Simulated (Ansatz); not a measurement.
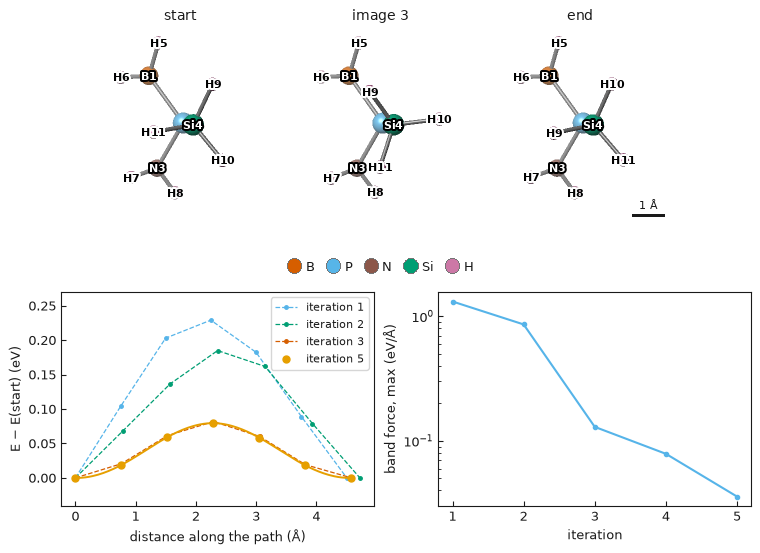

A search for the minimum-energy path of BSiPNH7 by the nudged elastic band. Images are numbered from 0 (start) to 6 (end). The plot follows the band through its iterations. A ball-and-stick model, seen from a free direction.

All numbers below come from RHF/def2-SVP in Ansatz.

The input:
```yaml
crystal:
  periodic: [false, false, false]
  atoms:
    - { symbol: B, position_ang: [-1.124712, 1.582337, 0.096704] }
    - { symbol: P, position_ang: [-0.777265, -0.249511, 0.25442] }
    - { symbol: "N", position_ang: [-0.092154, -0.573108, 1.786805] }
    - { symbol: Si, position_ang: [0.766351, -0.752317, -1.325363] }
    - { symbol: H, position_ang: [-1.329654, 2.019179, -1.000742] }
    - { symbol: H, position_ang: [-1.245758, 2.276791, 1.063657] }
    - { symbol: H, position_ang: [0.820732, -0.232173, 2.017024] }
    - { symbol: H, position_ang: [-0.259715, -1.482276, 2.169373] }
    - { symbol: H, position_ang: [0.227825, -0.361989, -2.648065] }
    - { symbol: H, position_ang: [1.013125, -2.212617, -1.293526] }
    - { symbol: H, position_ang: [2.066725, -0.071216, -1.099587] }
basis:
  gaussian: { orbitals: def2-SVP }
hamiltonian:
  xc: hf
neb:
  order_check: false
  images: 5
  f_tol: 0.05
  max_iterations: 60
  initial_path: idpp
  final_atoms:
    - { symbol: B, position_ang: [-1.38854011, 1.36236348, 0.01203118] }
    - { symbol: P, position_ang: [-0.69427969, -0.33955584, 0.35683389] }
    - { symbol: "N", position_ang: [0.15080373, -0.32371671, 1.84210997] }
    - { symbol: Si, position_ang: [0.78997466, -0.79144029, -1.29262733] }
    - { symbol: H, position_ang: [-1.75132625, 1.60264378, -1.10507108] }
    - { symbol: H, position_ang: [-1.56633707, 2.14815285, 0.89674896] }
    - { symbol: H, position_ang: [0.9994678, 0.198892, 1.93704912] }
    - { symbol: H, position_ang: [0.17724496, -1.18314803, 2.35360437] }
    - { symbol: H, position_ang: [1.97326104, 0.1053219, -1.26136279] }
    - { symbol: H, position_ang: [0.10030877, -0.65558136, -2.59570159] }
    - { symbol: H, position_ang: [1.27492217, -2.18083178, -1.12291471] }
```

Command:
```bash
ansatz run input.yaml --threads 1 --pin off --max-ram 2048MiB --backend cpu --events-out ev --progress --plain --runs-dir out
```

### Judge this run.

The result is final at these settings. The band converged in 5 iterations. The largest component of the band force went from 1.3 to 0.036 eV/Å. The climbing image converged on the top of the path. Its vibrational analysis gives one imaginary mode (145i cm⁻¹), as a transition state must have. The first iteration put the highest image at 0.229 eV. The barrier is about 0.080 eV in both directions, with image 3 at the top; the ends have the same energy.

Limits of the set-up: Hartree-Fock leaves out electron correlation.

Cost: 58 s on 1 thread of Arm Neoverse V1 (shared host), peak memory 0.19 GiB.
